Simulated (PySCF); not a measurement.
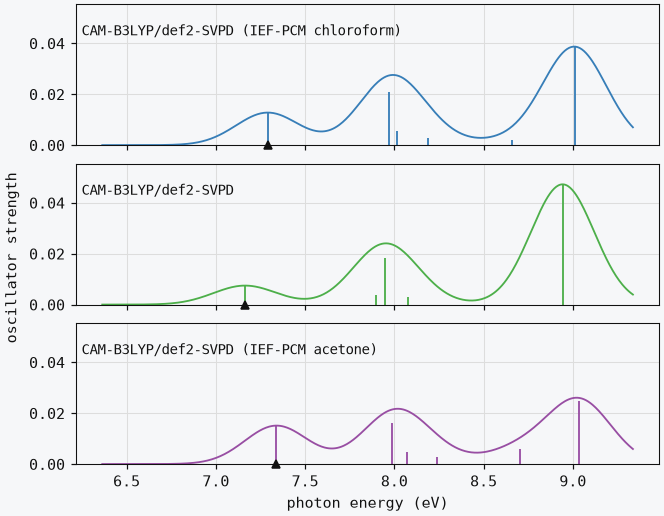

Vertical TDDFT spectra of C₆H₁₄O (diisopropyl ether), SMILES CC(C)OC(C)C at one geometry and several levels (PySCF, at a PBE0-D3(BJ)/def2-SVP geometry (no frequency check)); sticks with Gaussians of 1/e half-width 0.25 eV, the triangle marks S1, which has the same leading orbital pair at all these levels. Only the lowest states were computed, so the high end is incomplete.

> Order the levels by their S1 energy.

From lowest to highest: CAM-B3LYP/def2-SVPD 7.16 eV, CAM-B3LYP/def2-SVPD (IEF-PCM chloroform) 7.29 eV, CAM-B3LYP/def2-SVPD (IEF-PCM acetone) 7.34 eV; a spread of 0.18 eV.

Caveats, for all or some of the runs: core orbitals are frozen in the response; one conformer of a flexible molecule; states above the negative HOMO energy depend on the basis.
